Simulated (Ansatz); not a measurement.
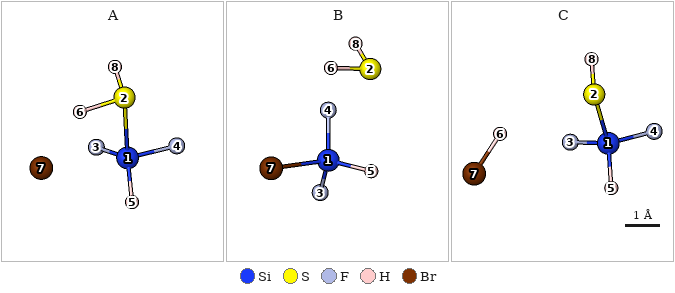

3 geometries from a converged minimum-energy path of SiH₃SBrF₂, made up at the start of SiH$_{2}$SF$_{2}$ and HBr, shuffled. The picture is a ball-and-stick view, seen from a free direction.

These are results of Ansatz 0.2.0, RHF/def2-SVP, not measurements. Run with 5 movable images; climbing image; force threshold 0.03 eV/Å; iteration limit 60; starting path through a guess of the saddle point.

### Which frame is the top of the path?

A. In order along the path, whose images run from 0 to 6: C (image 0, 0.00 eV), A (image 2, +1.72 eV), B (image 6, −0.40 eV). Breaking: H6–Br7 (1.41 → 2.04 at the top → 3.93 Å), Si1–S2 (2.12 → 2.28 at the top → 3.94 Å). Forming: S2–H6 (3.10 → 1.42 at the top → 1.33 Å), Si1–Br7 (4.64 → 2.95 at the top → 2.19 Å).

Limits of the set-up: the start holds two separate molecules, 3.1 Å apart at their closest, whose relative position is a soft coordinate and is computed without a dispersion correction; Hartree-Fock leaves out electron correlation.

The run took 2.5 min on 2 threads of Intel(R) Xeon(R) 6975P-C (Granite Rapids) (shared host), peak memory 0.29 GiB.
